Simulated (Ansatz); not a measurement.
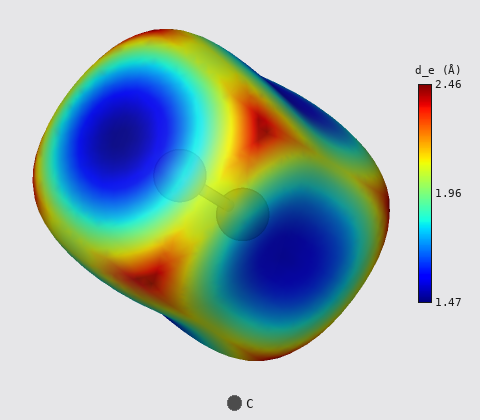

Hirshfeld surface computed for one C2 unit (covalently bonded non-metal atoms) in SnC₂ (I4/mmm, No. 139), coloured by d_e.

The surface is where the fragment's share of the procrystal density (the sum of the densities of spherically averaged neutral Hartree-Fock atoms) equals one half. d_i and d_e are the distances from the surface to the nearest nucleus inside and outside. From Rb on the atoms have core potentials, so only their outer electrons count.

The cell is taken from the end point of a relaxation with DFT PBE, scalar-relativistic, plane waves, PAW (Ansatz); the starting structure was generated, so it need not be a known form of this composition.

```cif
data_structure
_symmetry_space_group_name_H-M 'I4/mmm'
_symmetry_Int_Tables_number 139
_cell_length_a 4.0701
_cell_length_b 4.0701
_cell_length_c 6.5960
_cell_angle_alpha 90.000
_cell_angle_beta 90.000
_cell_angle_gamma 90.000
_cell_volume 109.27
loop_
_atom_site_label
_atom_site_type_symbol
_atom_site_symmetry_multiplicity
_atom_site_Wyckoff_symbol
_atom_site_fract_x
_atom_site_fract_y
_atom_site_fract_z
_atom_site_occupancy
Sn1 Sn 2 a 0.00000 0.00000 0.00000 1
C1 C 4 e 0.50000 0.50000 0.09627 1
```

> What is the shortest distance from the fragment to an atom outside it?

C–Sn, 2.66 Å.

> How is the surface shared among contacts (nearest atom inside ··· nearest atom outside)?

C···Sn 93 %, C···C 7.5 %. The surface faces 6 neighbours with more than 2 % of its area each: 6 Sn.

> Give the size and shape of the surface.

It encloses about 20.5 Å³, has an area of about 38 Å² and a globularity of 0.95 (1 for a sphere).
